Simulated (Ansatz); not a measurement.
Partial pair distribution functions of a relaxed model of amorphous Nb16O40H2, broadened by 0.06 Å; density 4.02 g/cm³. Computed with PBE, scalar-relativistic without spin-orbit coupling (plane waves to 420 eV, PAW; Ansatz, a program for electronic structure). The usual formal charges leave 2 electrons over, so the level spacing at the Fermi energy parts defect or band states and needn't be the band gap.

Preparation: random packing, a CHGNet melt and quench, and a DFT relaxation. O atoms were pushed apart under 1.9 Å during the dynamics, to hinder bonds among them. The hot cell started wider than the set density and was brought back towards it in steps. It is the lowest in DFT energy of 2 quenches. It is a model cell: composition and starting density were chosen by hand, and all elements were melted together. No dispersion term was used. Its density started from a set value of 4.25 and ended at 4.02 g/cm³. The simulated quench (nominally 350 K/ps over its main leg) is rapid and tends to freeze in more defects than a deposited or slowly cooled glass has. Values belong to this one cell and scatter from quench to quench. The volume was free in the relaxation, at fixed shape. Stress components on the final sampling reach 0.9 GPa. On a 2×2×2 Γ-centred mesh force components of up to 0.35 eV/Å stay, since the relaxation ran on the zone centre alone.

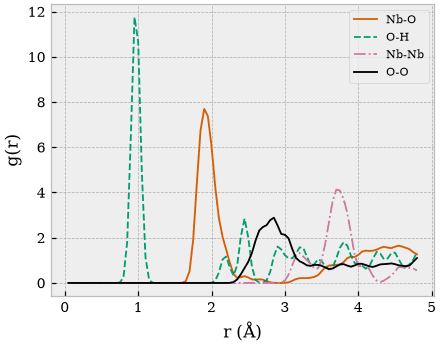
Figure. Partial pair distribution functions

Highest peaks under 4.5 Å: Nb-O near 1.90 Å, O-H near 0.95 Å, Nb-Nb near 3.70 Å, O-O near 2.85 Å; pairs of few atoms are noisy.

Within 2.68 Å each Nb has 5.38 O neighbours on average.
